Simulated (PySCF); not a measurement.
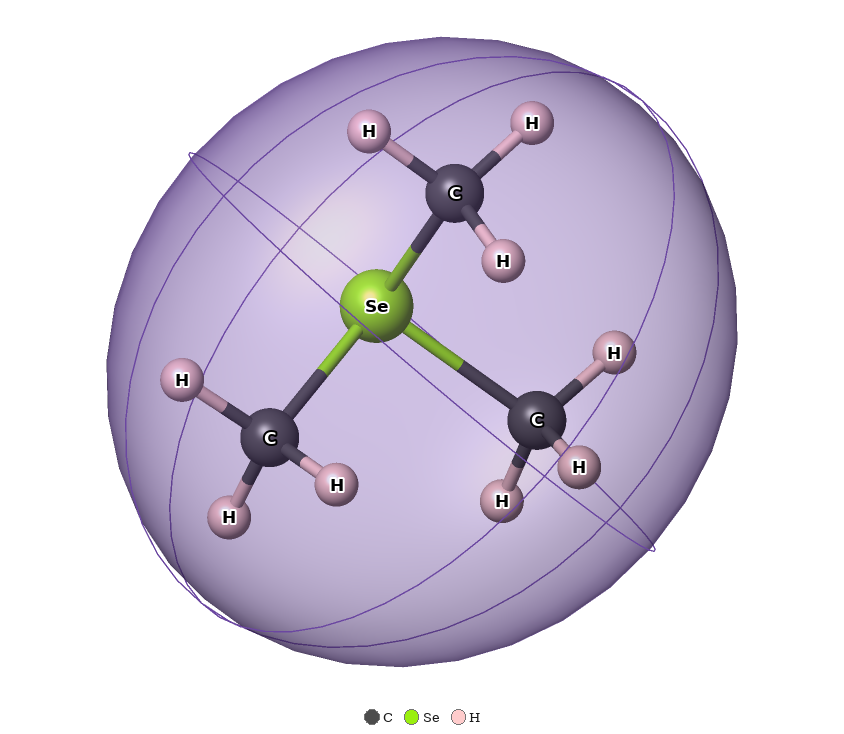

The ellipsoid shows the static dipole polarisability: its half-axes are proportional to the principal values. Charge +1, singlet. Computed geometry: PBE0-D3(BJ)/def2-SVP optimisation. No frequency run is at hand to confirm it as a minimum. Method: ωB97X-D/def2-SVPD (PySCF 2.14.0).

Question: Give the principal values, the mean and the anisotropy.

Answer: Principal values 49.8, 63.0, 63.0 bohr³; mean 58.6 bohr³ (8.69 Å³); anisotropy 13.3 bohr³, so the longest axis is 1.27 times the shortest.
